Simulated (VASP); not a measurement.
Band structure of ZrSe (space group P-6m2). All values below come from PBEsol GGA, VASP's PBE PAW potentials (set 64) (plane waves; VASP).

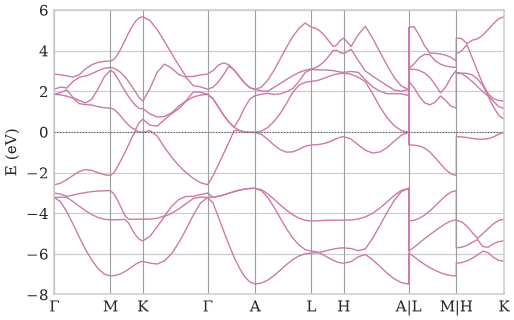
Fig. 1. Bands along high-symmetry lines, zero at the valence-band maximum or, without a gap, the Fermi level

**Question.** Read the plot: is there a gap, and where are the band edges?

**Answer.** It has no gap at this level: it comes out as a metal or semimetal. (Edges off the drawn lines would not show.)

The structure comes from a computed database's ZrSe entry (P-6m2); how it stands against other phases isn't given here. It was relaxed first.
